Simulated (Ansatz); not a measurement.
# Fields on a plane of OsSi (space group P2_13)

```
OsSi
1.0
    4.72061     0.00000     0.00000
    0.00000     4.72061     0.00000
    0.00000     0.00000     4.72061
Si Os
4 4
Direct
  0.16369   0.33631   0.66369
  0.33631   0.66369   0.16369
  0.66369   0.16369   0.33631
  0.83631   0.83631   0.83631
  0.87474   0.62526   0.37474
  0.62526   0.37474   0.87474
  0.37474   0.87474   0.62526
  0.12526   0.12526   0.12526
```

The slice is a {110} plane (indices of the conventional cell) through the point (0.164, 0.336, 0.664) (fractional), spanned by u = [100] and v = [011] in vectors of this cell: u (4.72 Å) and v (6.68 Å, at 90° to u). It covers one period; positions are fractions (u, v).

Atoms on it: Si at (0.00, 0.00). Other atoms lie within 1 Å of the plane.

Method: LDA (plane waves to 420 eV, PAW, scalar-relativistic; Ansatz, a quantum-chemistry and plane-wave program). k mesh 7×7×7. Near the nuclei the fields are pseudised (PAW); where an atom keeps semicore shells as valence, they peak there. OsSi is run without spin polarisation. OsSi was relaxed with its symmetry unable to fall. Spin-orbit coupling is left out, though Os is heavy.

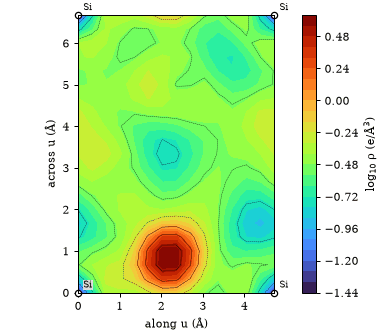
Figure: Log₁₀ of the valence density in e/Å³, one period of the plane, atoms marked. The scale is logarithmic, as a density can span decades between atoms and voids.

```
|xxxxxx::%%##++++##@@%%::xxxx|
|xxxxxx**%%##++--++##%%**xxxx|
|..::**%%##--xxxxxx::##%%**::|
|%%%%%%##==xxxxxxxxxx++@@@@%%|
|%%%%%%##--xxxxxxxxxx++@@@@%%|
|==**####==xxxxxxxxxx**%%##++|
|..==##%%##--xxxxxx--%%%%++..|
|..--**%%%%##++==++##%%##==..|
|--::::--**%%%%%%%%%%%%##**==|
|--xxxxxxxx++@@@@@@%%##%%%%**|
|..xxxxxxxx::%%@@%%****##%%##|
|  xxxxxxxx..##%%##++++##%%##|
|--xxxxxxxx==%%%%**====**%%%%|
|**::xxxx--++**++++==++##@@@@|
|@@##****++        ==##%%@@@@|
|##%%%%##..xxxxxxxx..##@@@@%%|
|  ::**++  xxxxxxxx  ##%%**::|
|xxxxxx--  xxxxxxxx  ****xxxx|
|xxxxxx..  xxxxxxxx..**::xxxx|
|xxxxxx  ++..    ..**##  xxxx|
```
Scale: ten equal steps from 4.00 (start of ' ') to 12.70 (end of '@'), in the order ' .:-=+*#%@'. Values: electrostatic potential energy of an electron, from the cell's mean, in eV. The map has 14 points along u (two characters each, u = 0 at the left) and 20 along v (v = 0 in the bottom row). Points within 1 Å of a nucleus are blanked (x), as the pseudised field means little there. Values under 4 eV are set to 4. The zero, the cell's mean, hangs on the PAW cores.
